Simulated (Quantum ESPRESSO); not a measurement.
# MnO (Manganosite): which magnetic order is lowest, part 2 of 2

Does MnO (Manganosite) prefer parallel or opposed moments?

Quantum ESPRESSO 7.5; PBEsol with U = 4 eV on Mn d (ortho-atomic projectors); plane waves with GBRV 1.5 PBEsol potentials, no spin-orbit coupling.

So far: The starting structure; Run 1 (ferro +).

**3. Run 2, typed as antiferro q=(0,1/2,1/2) +−**

The cell is doubled to 4 atoms to hold this order. The wavevector q is in fractions of the reciprocal vectors of the crystal's primitive cell, as the cells of these inputs are built from it; moments change sign between cells as cos(2π q·R).

pw.in

```
&CONTROL
  calculation = 'scf'
  prefix = 'pwscf'
  outdir = './tmp'
  pseudo_dir = './pseudo'
  disk_io = 'nowf'
/
&SYSTEM
  ibrav = 0
  celldm(1) = 8
  nat = 4
  ntyp = 3
  ecutwfc = 40
  ecutrho = 280
  nbnd = 30
  occupations = 'smearing'
  smearing = 'fd'
  degauss = 0.00367493
  nspin = 2
  starting_magnetization(1) = 0.3
  starting_magnetization(2) = -0.3
  starting_magnetization(3) = 0
/
&ELECTRONS
  conv_thr = 8d-09
  electron_maxstep = 150
  mixing_beta = 0.3
/
ATOMIC_SPECIES
Mn1    54.9380 mn_pbesol_v1.5.uspp.F.UPF
Mn2    54.9380 mn_pbesol_v1.5.uspp.F.UPF
O      15.9990 o_pbesol_v1.2.uspp.F.UPF
CELL_PARAMETERS alat
   0.0000000000000    0.5251076468804    0.5251076468804
   1.0502152937608    0.0000000000000    1.0502152937608
   1.0502152937608    0.5251076468804    0.5251076468804
ATOMIC_POSITIONS crystal
Mn1     0.0000000000    0.0000000000    0.0000000000
Mn2     0.0000000000    0.5000000000    0.0000000000
O       0.5000000000    0.0000000000    0.5000000000
O       0.5000000000    0.5000000000    0.5000000000
K_POINTS automatic
8 4 8 0 0 0
HUBBARD {ortho-atomic}
U Mn1-3d 4.0000
U Mn2-3d 4.0000
```

Launch:

```sh
OMP_NUM_THREADS=1 mpirun -n 4 pw.x -nk 4 -in pw.in > pw.out
```

Output:

```text
[banner, memory and clock lines left out]
Program PWSCF v.7.5 starts

     Message from routine setup:
     using ibrav=0 with symmetry is DISCOURAGED, use correct ibrav instead

     bravais-lattice index     =            0
     lattice parameter (alat)  =       8.0000  a.u.
     unit-cell volume          =     296.5343 (a.u.)^3
     number of atoms/cell      =            4
     number of atomic types    =            3
     number of electrons       =        42.00
     number of Kohn-Sham states=           30
     kinetic-energy cutoff     =      40.0000  Ry
     charge density cutoff     =     280.0000  Ry
     scf convergence threshold =      8.0E-09
     mixing beta               =       0.3000
     number of iterations used =            8  plain     mixing
     Exchange-correlation= SLA  PW   PSX  PSC
                           (   1   4  10   8   0   0   0)
     Hubbard projectors: ortho-atomic
     Hubbard parameters of DFT+U (Dudarev formulation) in eV:
     U(Mn1-3d) =  4.0000
     U(Mn2-3d) =  4.0000

     Internal variables: lda_plus_u =T, lda_plus_u_kind = 0

     Internal variables: orbital_resolved =F, hub_pot_fix =F, apply_U = F

     celldm(1)=   8.000000  celldm(2)=   0.000000  celldm(3)=   0.000000
     celldm(4)=   0.000000  celldm(5)=   0.000000  celldm(6)=   0.000000

     crystal axes: (cart. coord. in units of alat)
               a(1) = (   0.000000   0.525108   0.525108 )
               a(2) = (   1.050215   0.000000   1.050215 )
               a(3) = (   1.050215   0.525108   0.525108 )

     reciprocal axes: (cart. coord. in units 2 pi/alat)
               b(1) = ( -0.952186  0.952186  0.952186 )
               b(2) = ( -0.000000 -0.952186  0.952186 )
               b(3) = (  0.952186  0.952186 -0.952186 )

     PseudoPot. # 1 for Mn read from file:
     mn_pbesol_v1.5.uspp.F.UPF
     Pseudo is Ultrasoft + core correction, Zval = 15.0

     PseudoPot. # 2 for Mn read from file:
     mn_pbesol_v1.5.uspp.F.UPF
     Pseudo is Ultrasoft + core correction, Zval = 15.0

     PseudoPot. # 3 for O  read from file:
     o_pbesol_v1.2.uspp.F.UPF
     Pseudo is Ultrasoft + core correction, Zval =  6.0

     atomic species   valence    mass     pseudopotential
     Mn1              15.00    54.93800     Mn( 1.00)
     Mn2              15.00    54.93800     Mn( 1.00)
     O                 6.00    15.99900     O ( 1.00)

     Starting magnetic structure
     atomic species   magnetization
     Mn1             0.300
     Mn2            -0.300
     O               0.000

     16 Sym. Ops., with inversion, found

   Cartesian axes

     site n.     atom                  positions (alat units)
         1        Mn1    tau(   1) = (   0.0000000   0.0000000   0.0000000  )
         2        Mn2    tau(   2) = (   0.5251076   0.0000000   0.5251076  )
         3        O      tau(   3) = (   0.5251076   0.5251076   0.5251076  )
         4        O      tau(   4) = (   1.0502153   0.5251076   1.0502153  )

     number of k points=    39  Fermi-Dirac smearing, width (Ry)=  0.0037
                       cart. coord. in units 2pi/alat
        k(    1) = (   0.0000000   0.0000000   0.0000000), wk =   0.0039062
        k(    2) = (   0.1190232   0.1190232  -0.1190232), wk =   0.0312500
        k(    3) = (   0.2380464   0.2380464  -0.2380464), wk =   0.0312500
        k(    4) = (   0.3570696   0.3570696  -0.3570696), wk =   0.0312500
        k(    5) = (  -0.4760929  -0.4760929   0.4760929), wk =   0.0078125
        [... 34 further k-points ...]

     Dense  grid:    23493 G-vectors     FFT dimensions: (  32,  64,  60)

     Smooth grid:    10133 G-vectors     FFT dimensions: (  24,  48,  45)

     Check: negative core charge=   -0.000053
     Generating pointlists ...
     new r_m :   0.2166 (alat units)  1.7329 (a.u.) for type    1
     new r_m :   0.2166 (alat units)  1.7329 (a.u.) for type    2
     new r_m :   0.2166 (alat units)  1.7329 (a.u.) for type    3

     Initial potential from superposition of free atoms

     starting charge      40.9998, renormalised to      42.0000

     STARTING HUBBARD OCCUPATIONS:

     =================== HUBBARD OCCUPATIONS ===================
     ------------------------ ATOM    1 ------------------------
     Tr[ns(  1)] (up, down, total) =   5.00000  0.00000  5.00000
     Atomic magnetic moment for atom   1 =   5.00000
     [... lines left out ...]
     ------------------------ ATOM    2 ------------------------
     Tr[ns(  2)] (up, down, total) =   0.00000  5.00000  5.00000
     Atomic magnetic moment for atom   2 =  -5.00000
     [... lines left out ...]
     Number of occupied Hubbard levels =   10.0000

     Atomic wfc used for Hubbard projectors are orthogonalized

     Starting wfcs are   34 randomized atomic wfcs

     Self-consistent Calculation

     iteration #  1     ecut=    40.00 Ry     beta= 0.30
     Davidson diagonalization with overlap
     ethr =  1.00E-02,  avg # of iterations =  2.4

     =================== HUBBARD OCCUPATIONS ===================
     ------------------------ ATOM    1 ------------------------
     Tr[ns(  1)] (up, down, total) =   4.84857  0.15394  5.00251
     Atomic magnetic moment for atom   1 =   4.69463
     [... lines left out ...]
     ------------------------ ATOM    2 ------------------------
     Tr[ns(  2)] (up, down, total) =   0.15395  4.84851  5.00247
     Atomic magnetic moment for atom   2 =  -4.69456
     [... lines left out ...]
     Number of occupied Hubbard levels =   10.0050

     total energy              =    -486.33572152 Ry
     estimated scf accuracy    <       1.14466983 Ry

     total magnetization       =     0.00 Bohr mag/cell
     absolute magnetization    =     9.48 Bohr mag/cell

     iteration #  2     ecut=    40.00 Ry     beta= 0.30
     Davidson diagonalization with overlap
     ethr =  2.73E-03,  avg # of iterations =  2.0

     total energy              =    -486.55774419 Ry
     estimated scf accuracy    <       0.05937762 Ry

     total magnetization       =    -0.00 Bohr mag/cell
     absolute magnetization    =     9.60 Bohr mag/cell

     [... further iterations left out ...]

     iteration # 11     ecut=    40.00 Ry     beta= 0.30
     Davidson diagonalization with overlap
     ethr =  9.05E-11,  avg # of iterations =  2.0

     negative rho (up, down):  4.460E-04 4.460E-04

     total energy              =    -486.57279382 Ry
     estimated scf accuracy    <       0.00000002 Ry

     total magnetization       =     0.00 Bohr mag/cell
     absolute magnetization    =     9.67 Bohr mag/cell

     iteration # 12     ecut=    40.00 Ry     beta= 0.30
     Davidson diagonalization with overlap
     ethr =  3.84E-11,  avg # of iterations =  2.0

     negative rho (up, down):  4.458E-04 4.458E-04

     Magnetic moment per site  (integrated on atomic sphere of radius R)
     atom   1 (R=0.217)  charge= 12.5683  magn=  4.2690
     atom   2 (R=0.217)  charge= 12.5683  magn= -4.2690
     atom   3 (R=0.217)  charge=  5.9602  magn= -0.0595
     atom   4 (R=0.217)  charge=  5.9602  magn=  0.0595

     End of self-consistent calculation

     =================== HUBBARD OCCUPATIONS ===================
     ------------------------ ATOM    1 ------------------------
     Tr[ns(  1)] (up, down, total) =   4.96171  0.25614  5.21785
     Atomic magnetic moment for atom   1 =   4.70558
     [... lines left out ...]
     ------------------------ ATOM    2 ------------------------
     Tr[ns(  2)] (up, down, total) =   0.25614  4.96171  5.21785
     Atomic magnetic moment for atom   2 =  -4.70558
     [... lines left out ...]
     Number of occupied Hubbard levels =   10.4357

     [... lines left out ...]
     the Fermi energy is    12.9728 ev

!    total energy              =    -486.57279384 Ry
     estimated scf accuracy    <          1.1E-10 Ry
     smearing contrib. (-TS)   =      -0.00000305 Ry
     internal energy E=F+TS    =    -486.57279079 Ry

     The total energy is F=E-TS. E is the sum of the following terms:
     one-electron contribution =    -218.71941478 Ry
     hartree contribution      =     131.18887323 Ry
     xc contribution           =     -67.57234681 Ry
     ewald contribution        =    -331.55128498 Ry
     Hubbard energy            =       0.08138255 Ry

     total magnetization       =     0.00 Bohr mag/cell
     absolute magnetization    =     9.67 Bohr mag/cell

     convergence has been achieved in  12 iterations
```

Elapsed: 29 s, on 4 MPI ranks of Arm Neoverse V1, shared host; peak memory 0.44 GiB; 1.9 min of CPU time.

Spin moment in the atom's sphere by atom:

```csv
atom,spin moment in the atom's sphere (μB)
Mn1,4.27
Mn2,-4.27
O3,-0.06
O4,0.06
```

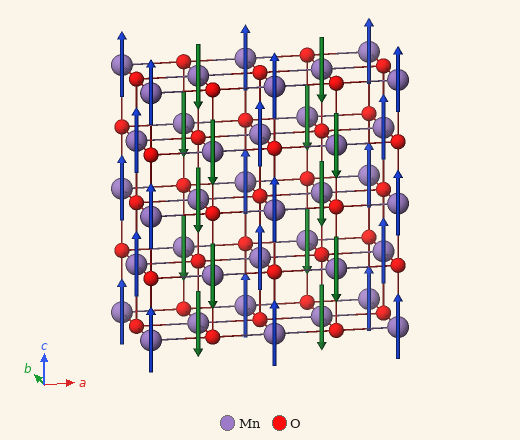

Spin moment in the atom's sphere as arrows, the longest 4.27 μB. Up and down stand for the sign. Arrows give size and sign along the axis of quantisation, drawn up and down the page. The two directions have two colours. 2×1×2 conventional cells are drawn. Some periodic images of atoms are drawn too.

This step gave:

```yaml
smearing_term_ts: 4.14e-5 eV
magnetization: 0 μB
absolute_magnetization: 9.668 μB
final_state: antiferromagnetic
```

**4. Run 3, typed as antiferro q=(0,0,1/2) +−**

This order needs a doubled cell of 4 atoms.

pw.in: that of step 3 with these lines changed.

```diff
@@ -34,11 +34,11 @@
    0.0000000000000    0.5251076468804    0.5251076468804
-   1.0502152937608    0.0000000000000    1.0502152937608
-   1.0502152937608    0.5251076468804    0.5251076468804
+   0.5251076468804    0.0000000000000    0.5251076468804
+   1.0502152937608    1.0502152937608    0.0000000000000
 ATOMIC_POSITIONS crystal
 Mn1     0.0000000000    0.0000000000    0.0000000000
-Mn2     0.0000000000    0.5000000000    0.0000000000
-O       0.5000000000    0.0000000000    0.5000000000
-O       0.5000000000    0.5000000000    0.5000000000
+Mn2     0.0000000000    0.0000000000    0.5000000000
+O       0.5000000000    0.5000000000    0.2500000000
+O       0.5000000000    0.5000000000    0.7500000000
 K_POINTS automatic
-8 4 8 0 0 0
+8 8 4 0 0 0
 HUBBARD {ortho-atomic}
```

Output:

```text
     [... lines left out ...]
Program PWSCF v.7.5 starts
     [... lines left out ...]
     number of atoms/cell      =            4
     [... lines left out ...]
     number of electrons       =        42.00
     number of Kohn-Sham states=           30
     kinetic-energy cutoff     =      40.0000  Ry
     charge density cutoff     =     280.0000  Ry
     scf convergence threshold =      8.0E-09
     [... lines left out ...]
     12 Sym. Ops., with inversion, found
     [... lines left out ...]
     number of k points=    35  Fermi-Dirac smearing, width (Ry)=  0.0037
     [... lines left out ...]
     iteration # 11     ecut=    40.00 Ry     beta= 0.30
     [... lines left out ...]
     Magnetic moment per site  (integrated on atomic sphere of radius R)
     atom   1 (R=0.217)  charge= 12.5761  magn=  4.2407
     atom   2 (R=0.217)  charge= 12.5761  magn= -4.2407
     atom   3 (R=0.217)  charge=  5.9572  magn=  0.0000
     atom   4 (R=0.217)  charge=  5.9572  magn=  0.0000
     [... lines left out ...]
     Tr[ns(  1)] (up, down, total) =   4.96127  0.27514  5.23641
     [... lines left out ...]
     Tr[ns(  2)] (up, down, total) =   0.27514  4.96127  5.23641
     [... lines left out ...]
     the Fermi energy is    12.4863 ev
!    total energy              =    -486.57551015 Ry
     estimated scf accuracy    <          5.0E-09 Ry
     smearing contrib. (-TS)   =      -0.00000000 Ry
     [... lines left out ...]
     total magnetization       =    -0.00 Bohr mag/cell
     absolute magnetization    =     9.46 Bohr mag/cell
     convergence has been achieved in  11 iterations
```

Wall time 16 s (4 MPI ranks); peak memory 0.38 GiB.

Spin moment in the atom's sphere by atom:

```csv
atom,spin moment in the atom's sphere (μB)
Mn1,4.24
Mn2,-4.24
O3,0.00
O4,0.00
```

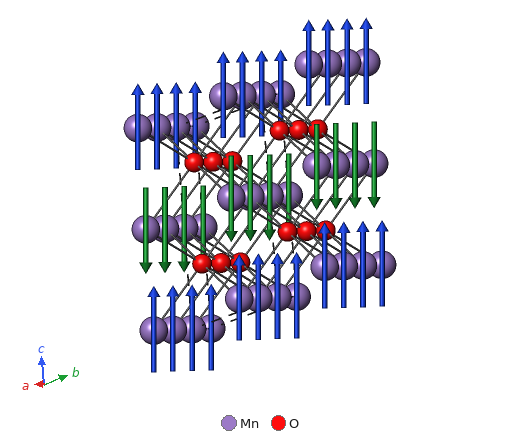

Spin moment in the atom's sphere as arrows, the longest 4.24 μB. Up and down stand for the sign. Arrows give size and sign along the axis of quantisation, drawn up and down the page. The two directions have two colours. Bonds to atoms that aren't drawn are left out. 3×2×1 cells are drawn. Some periodic images of atoms are drawn too.

This step gave:

* smearing term TS: 1.45e-9 eV
* magnetization: 0 μB
* absolute magnetization: 9.461 μB
* final state: antiferromagnetic

**5. Energies of the orders**

An order is kept where moments of 0.15 μB or more survive with the typed signs; meshes match where a doubled cell samples the same k points as the first cell.

Orders:

```csv
start,final state,typed order kept,energy over the lowest (meV a seeded atom),largest site moment (μB),net moment (μB a cell of the first run),mesh matched,CPU time (s)
ferro +,ferromagnetic,yes,70.44,4.281,5,yes,19.02
"antiferro q=(0,1/2,1/2) +-",antiferromagnetic,yes,18.48,4.269,0,yes,115
"antiferro q=(0,0,1/2) +-",antiferromagnetic,yes,0,4.241,0,yes,63.39
```

**6. Couplings from the energies**

E = −Σ J e·e over ordered pairs of unit vectors, so each pair counts twice. As many shells are taken as there are differences of energy, so the couplings are solved for and no residual tests the model; further shells are folded in, and shells whose pairs keep their relative signs in all orders cancel and are not probed. Couplings from the energies:

```csv
pair,distance (Å),neighbours an atom,J (meV)
Mn-Mn,3.144,12,-3.247
Mn-Mn,4.446,6,-2.622
```

**7. Occupations of the corrected shells in the lowest state**

Occupations of the Hubbard shells:

```csv
block,type,shell,spin,electrons,occupation numbers
1,Mn1,3d,up,4.961,0.992 0.992 0.992 0.993 0.993
1,Mn1,3d,down,0.2751,0.027 0.028 0.028 0.096 0.096
2,Mn2,3d,up,0.2751,0.027 0.028 0.028 0.096 0.096
2,Mn2,3d,down,4.961,0.992 0.992 0.992 0.993 0.993
```

**8. Results**

```yaml
lowest_state_found: antiferromagnetic (from antiferro q=(0,0,1/2) +-)
largest_site_moment: 4.24 μB
next_state_with_moments: antiferromagnetic, 18.5 meV a seeded atom higher
j_of_the_weightiest_shell: -3.25 meV
```

**Reading.** The largest moment changes by 0.94 % between the kept orders, as for well localised moments. Only these 3 starts were compared; other wavevectors, canted and longer-period orders were not.

[Logs and program files are shortened in this print: banners, set-up blocks, solver, clock and traceback lines can be left out without a mark of their own.]

[Logs are printed without paths, hosts, clocks, repeated set-up lines and the standing remarks that a program may print on its own settings, such as how far it seeks lower states.]

[Hosts, paths, dates, database ids (printed as entryN), source tags and the programs' standing remarks are cut or masked in the printed files.]

[Where a cell is said to come from a database of computed structures, the database is the Materials Project.]
